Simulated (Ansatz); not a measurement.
```cif
data_structure
_symmetry_space_group_name_H-M 'P 1'
_symmetry_Int_Tables_number 1
_cell_length_a 16.8686
_cell_length_b 3.5583
_cell_length_c 5.7699
_cell_angle_alpha 90.000
_cell_angle_beta 105.899
_cell_angle_gamma 90.000
_cell_volume 333.08
loop_
_atom_site_label
_atom_site_type_symbol
_atom_site_fract_x
_atom_site_fract_y
_atom_site_fract_z
_atom_site_occupancy
Nb1 Nb 0.25472 0.00000 0.26289 1
Nb2 Nb 0.75472 0.50000 0.26289 1
Nb3 Nb 0.24528 0.50000 0.73711 1
Nb4 Nb 0.74528 0.00000 0.73711 1
Ge1 Ge 0.00000 0.00000 0.00000 1
Ge2 Ge 0.50000 0.50000 0.00000 1
Sb1 Sb 0.12183 0.00000 0.48145 1
Sb2 Sb 0.62183 0.50000 0.48145 1
Sb3 Sb 0.37817 0.50000 0.51855 1
Sb4 Sb 0.87817 0.00000 0.51855 1
Sb5 Sb 0.36779 0.00000 0.99810 1
Sb6 Sb 0.86779 0.50000 0.99810 1
Sb7 Sb 0.13221 0.50000 0.00190 1
Sb8 Sb 0.63221 0.00000 0.00190 1
```

Space group C2/m; a structure from a database of computed crystals, not necessarily the ambient phase; started from the Ti2NiS4-12 prototype, which need not be the ambient phase.

The calculation used DFT, PBEsol, plane waves, PAW (Ansatz 0.2.0).

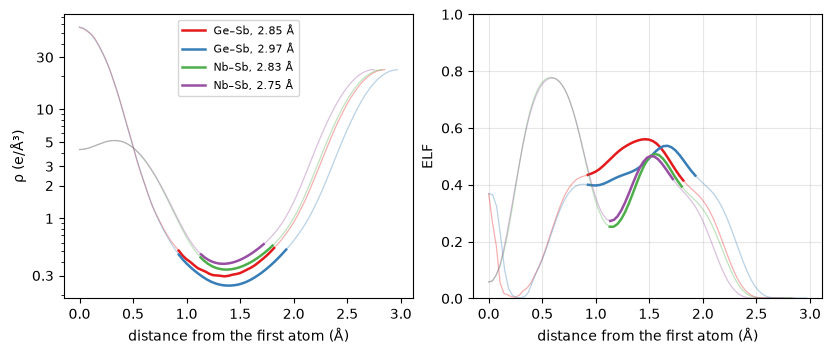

Nb2GeSb4. Valence charge density (pseudo) and electron localisation function along straight lines between neighbouring atoms. Thin, pale parts lie inside the atomic spheres.

Core electrons are frozen (PAW), and the valence fields are smoothed inside the atomic spheres.

**Compare the contacts.**

Ge–Sb (2.85 Å): the density is about 0.3 e/Å³ at the midpoint; the ELF reaches about 0.55 near the midpoint.
Ge–Sb (2.97 Å): ρ at the midpoint is about 0.25 e/Å³; the ELF is about 0.50 at the midpoint.
Nb–Sb (2.83 Å): ρ at the midpoint is about 0.34 e/Å³; the ELF is about 0.45 at the midpoint.
Nb–Sb (2.75 Å): ρ at the midpoint is about 0.39 e/Å³; the ELF is about 0.45 at the midpoint.
